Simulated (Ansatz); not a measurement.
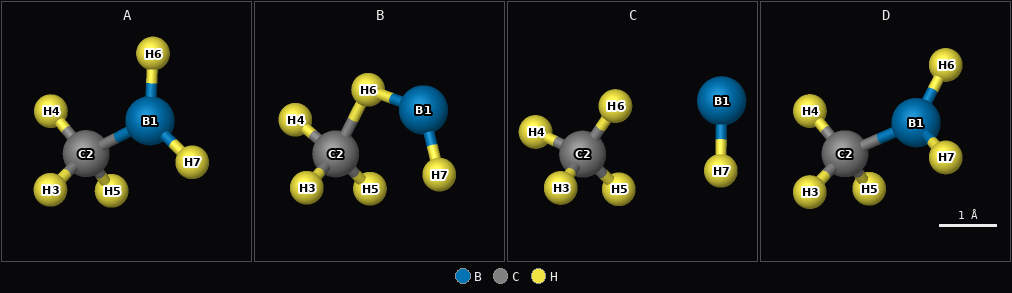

4 geometries from a converged minimum-energy path of CH$_{5}$B, shuffled. The picture is a ball-and-stick view, seen from a free direction.

Theory: RKS B3LYP/def2-SVP (Ansatz). Set-up: 5 movable images; climbing image; force threshold 0.05 eV/Å; iteration limit 60; starting path through a guess of the saddle point.

Q: Which frame is the transition state?

A: B. In order along the path, whose images run from 0 to 6: D (image 0, 0.0 kJ/mol), A (image 1, +6.5 kJ/mol), B (image 3, +406.6 kJ/mol), C (image 6, +368.7 kJ/mol). Breaking: B1–C2 (1.56 → 2.12 at the top → 3.27 Å), B1–H6 (1.21 → 1.30 at the top → 2.44 Å). Forming: C2–H6 (2.41 → 1.35 at the top → 1.10 Å).

The run took 68 s on 1 thread of Arm Neoverse V1 (shared host), peak memory 0.095 GiB.
